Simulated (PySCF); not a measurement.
C$_{3}$H$_{11}$NSi$_{2}$ (charge +1, doublet)

Input file:

```
{"job": {"kind": "epr", "basis": "pcH-1"}, "charge": 1, "multiplicity": 2}
C      2.483544    -0.257353    -0.380361
Si     0.959785     0.201211     0.634117
C     -0.409733    -1.258050     0.319524
C     -1.746872    -0.683323     0.209829
Si    -1.673104     1.202427    -0.495976
N     -0.026633     1.469320    -0.036181
H      2.907659    -1.207270    -0.065289
H      2.261693    -0.326469    -1.444199
H      3.256678     0.496489    -0.255195
H      1.067880     0.342897     2.084635
H     -0.262784    -1.866827     1.205387
H     -0.090454    -1.781553    -0.574527
H     -2.368205    -1.166035    -0.538420
H     -2.262391    -0.621372     1.162258
H     -2.647743     1.971728     0.265255
H     -1.829476     1.109933    -1.944344
H      0.373158     2.386279    -0.156423
```

Command:

```sh
OMP_NUM_THREADS=1 python probes_run.py task.json out
```

Geometry: GFN2-xTB.

Level of theory: PySCF, UKS B3LYP, pcH-1 on C H N Si, non-relativistic, mean-field spin-orbit, GIAO.

> What can the converged electron density, electron localisation function and spin density tell about the bonding?

Si–N (1.73 Å): ρ at the midpoint is about 1.1 e/Å³; the ELF peaks at about 0.90 between the atoms; a polar covalent bond.
N–H (1.01 Å): ρ is about 2.8 e/Å³ halfway; the ELF climbs to about 1 towards the hydrogen, as it does in any bond to H: an ordinary covalent bond to hydrogen.
C–Si (2.01 Å): ρ is about 0.69 e/Å³ halfway; the ELF peaks at about 0.95 between the atoms (localised, covalent bonding).
The unpaired spin (1 electron) lies mostly on C3 (about 0.2), C4 (about 0.2), Si2 (about 0.1), Si5 (about 0.1) and N6 (about 0.1), in electrons by Hirshfeld's partition.

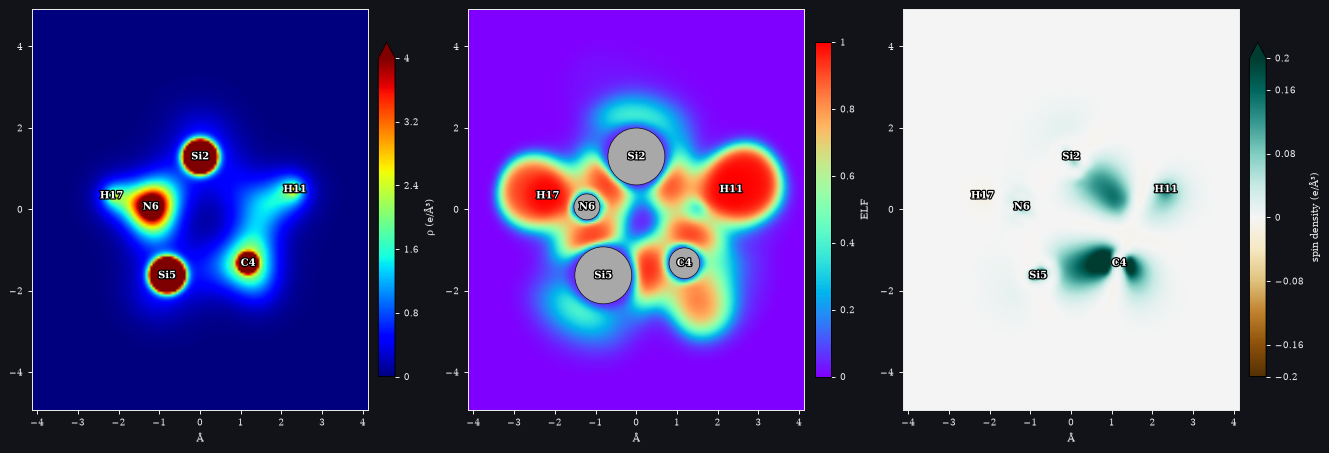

Computed electron density, electron localisation function and spin density on the plane of atoms C4, Si5 and N6, in this order. Grey discs cover the atomic cores in the ELF map. 
